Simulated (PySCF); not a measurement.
Geometry relaxation, with input and output: C₂H₆Ge

The run: geometry relaxation of C₂H₆Ge. Method and program: PBE0-D3(BJ)/def2-SVP geometry optimisation, gas phase (PySCF 2.14.0).

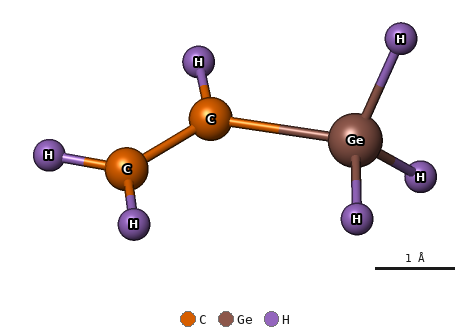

The structure as given in the input (ball-and-stick view, seen at a tilt). Sticks mark near contacts.

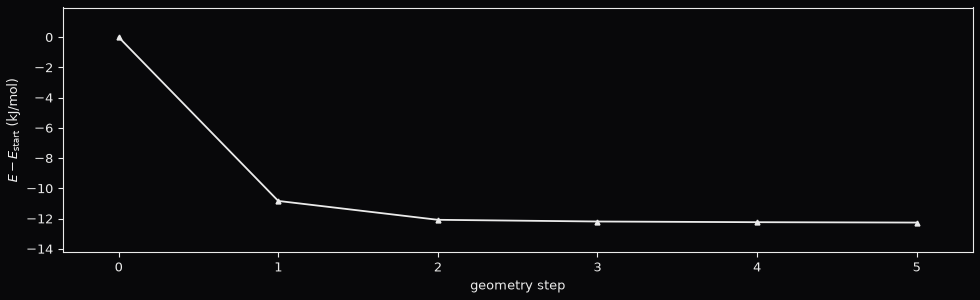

Progress of the relaxation, step by step (steps are counted from 0).

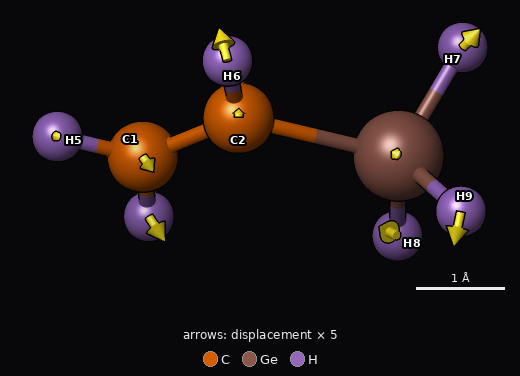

The starting structure with the displacements as yellow arrows, magnified 5 times (ball-and-stick view, seen at a tilt). The two geometries are laid on each other by the best rigid fit. H6 moves most after the best rigid fit: 0.089 Å. By element the largest moves are H 0.089 Å, C 0.050 Å, Ge 0.025 Å. Among the contacts that change: Ge3–H7 1.484 → 1.541 Å, C1–H5 1.053 → 1.096 Å, Ge3–H9 1.502 → 1.542 Å, C2–Ge3 1.958 → 1.939 Å. Over 5 geometry steps the energy falls by 12.3 kJ/mol. The largest force component goes from 1.9 to 0.018 eV/Å. (Atoms are counted from 1 in the order of the input.)

The input and output of the run follow.

The input:
```
{"job": {"xc": "PBE0", "basis": "def2-SVP", "d3": "d3bj", "grid": 1, "shake": 0.01, "kind": "geom"}, "charge": 0, "multiplicity": 1}
C      1.567770    -0.207510    -0.288730
C      0.552730     0.027360     0.557640
Ge    -1.337130     0.112800     0.051770
H      1.394150    -0.325500    -1.349440
H      2.579430    -0.230260     0.001970
H      0.784960     0.177990     1.606950
H     -2.102840    -0.926010     0.784640
H     -1.468460    -0.090460    -1.412690
H     -1.912810     1.444440     0.441410
```

The first line tells a small driver script what to run in PySCF; the rest is the geometry in Å.

Command:
```bash
OMP_NUM_THREADS=1 python <driver script> task.json out
```

Log:
```
step   0  E = -2156.10067701  max force = 0.036933
step   1  E = -2156.10480207  max force = 0.011710
step   2  E = -2156.10527732  max force = 0.001211
step   3  E = -2156.10532018  max force = 0.000631
step   4  E = -2156.10533751  max force = 0.000712
step   5  E = -2156.10534676  max force = 0.000356
optimisation converged
```

Trajectory as extended XYZ (Å, eV, eV/Å), 6 frames, from step=0 to step=5:
```
9
Properties=species:S:1:pos:R:3:forces:R:3 step=0 energy=-58670.48782
C     1.5678   -0.2075   -0.2887   -1.8992   0.3670  -0.0435
C     0.5527    0.0274    0.5576    0.0423  -0.1386  -0.5758
Ge   -1.3371    0.1128    0.0518    1.1934   0.2537   0.4028
H     1.3942   -0.3255   -1.3494   -0.1344  -0.1653  -0.5361
H     2.5794   -0.2303    0.0020    1.5705  -0.0745   0.6643
H     0.7850    0.1780    1.6070    0.0895   0.0365   0.4503
H    -2.1028   -0.9260    0.7846   -0.5458  -0.8090   0.5207
H    -1.4685   -0.0905   -1.4127   -0.0730  -0.1445  -1.0407
H    -1.9128    1.4444    0.4414   -0.2435   0.6747   0.1580
9
Properties=species:S:1:pos:R:3:forces:R:3 step=1 energy=-58670.60007
C     1.5410    0.0269   -0.3511    0.6022  -0.1951  -0.1241
C     0.5682    0.0034    0.5562   -0.2831   0.1378   0.2382
Ge   -1.3182   -0.0393    0.0962   -0.1709  -0.0270  -0.0573
H     1.3416   -0.0414   -1.4274   -0.0107   0.0365   0.0252
H     2.6082    0.0695   -0.0596   -0.3515   0.0554  -0.1050
H     0.8335    0.0804    1.6191   -0.0025  -0.0642  -0.0286
H    -2.0759   -1.1702    0.8566    0.1782   0.2026  -0.1580
H    -1.4470   -0.2520   -1.4396    0.0034   0.0290   0.2665
H    -1.9680    1.3161    0.4875    0.0350  -0.1750  -0.0568
9
Properties=species:S:1:pos:R:3:forces:R:3 step=2 energy=-58670.61300
C     1.5436    0.0118   -0.3501    0.0327  -0.0285   0.0270
C     0.5662    0.0103    0.5609    0.0052   0.0623  -0.0178
Ge   -1.3161   -0.0296    0.0953   -0.0068  -0.0045  -0.0012
H     1.3346   -0.0503   -1.4242    0.0019   0.0132   0.0004
H     2.6026    0.0736   -0.0680   -0.0536  -0.0237  -0.0028
H     0.8308    0.0758    1.6238    0.0153  -0.0071  -0.0054
H    -2.0504   -1.1596    0.8428    0.0138  -0.0099  -0.0046
H    -1.4439   -0.2441   -1.4245   -0.0009   0.0049   0.0068
H    -1.9839    1.3055    0.4820   -0.0075  -0.0066  -0.0024
9
Properties=species:S:1:pos:R:3:forces:R:3 step=3 energy=-58670.61417
C     1.5454    0.0100   -0.3506   -0.0261  -0.0239   0.0004
C     0.5649    0.0218    0.5568    0.0083   0.0324  -0.0055
Ge   -1.3182   -0.0257    0.0956    0.0166   0.0134  -0.0033
H     1.3430   -0.0467   -1.4262   -0.0100  -0.0004   0.0007
H     2.6012    0.0543   -0.0620    0.0205  -0.0005   0.0096
H     0.8315    0.0822    1.6194    0.0037  -0.0056   0.0047
H    -2.0373   -1.1642    0.8422   -0.0003  -0.0241   0.0090
H    -1.4490   -0.2396   -1.4225   -0.0023   0.0021  -0.0209
H    -1.9981    1.3013    0.4851   -0.0105   0.0066   0.0053
9
Properties=species:S:1:pos:R:3:forces:R:3 step=4 energy=-58670.61464
C     1.5431    0.0070   -0.3493   -0.0322  -0.0134  -0.0133
C     0.5656    0.0349    0.5604   -0.0039  -0.0055   0.0000
Ge   -1.3159   -0.0205    0.0942    0.0013   0.0098   0.0157
H     1.3323   -0.0523   -1.4231    0.0127  -0.0003  -0.0035
H     2.6000    0.0392   -0.0648    0.0366   0.0058   0.0059
H     0.8341    0.0911    1.6229   -0.0040   0.0103  -0.0015
H    -2.0205   -1.1726    0.8349   -0.0084  -0.0129   0.0028
H    -1.4426   -0.2300   -1.4253    0.0039   0.0041  -0.0122
H    -2.0125    1.2968    0.4880   -0.0059   0.0020   0.0060
9
Properties=species:S:1:pos:R:3:forces:R:3 step=5 energy=-58670.61489
C     1.5447    0.0042   -0.3499   -0.0101  -0.0021   0.0004
C     0.5647    0.0394    0.5571    0.0052  -0.0172  -0.0003
Ge   -1.3181   -0.0185    0.0950    0.0009  -0.0031  -0.0027
H     1.3406   -0.0598   -1.4248   -0.0032   0.0017   0.0007
H     2.6012    0.0366   -0.0608    0.0100   0.0001  -0.0001
H     0.8330    0.0975    1.6195   -0.0049   0.0183   0.0008
H    -2.0162   -1.1780    0.8325   -0.0016   0.0018  -0.0054
H    -1.4459   -0.2223   -1.4260    0.0005   0.0051   0.0009
H    -2.0206    1.2942    0.4954    0.0032  -0.0046   0.0057
```

Results in brief:

```json
{"quantity": "outcome", "value": "converged"}
{"quantity": "total energy", "value": "−2156.105347 hartree"}
{"quantity": "dipole moment", "value": "0.60 D"}
{"quantity": "point group", "value": "C1"}
{"quantity": "hardware", "value": "1 CPU thread, shared host"}
{"quantity": "wall time", "value": "17 s"}
{"quantity": "peak memory", "value": "0.38 GiB"}
```
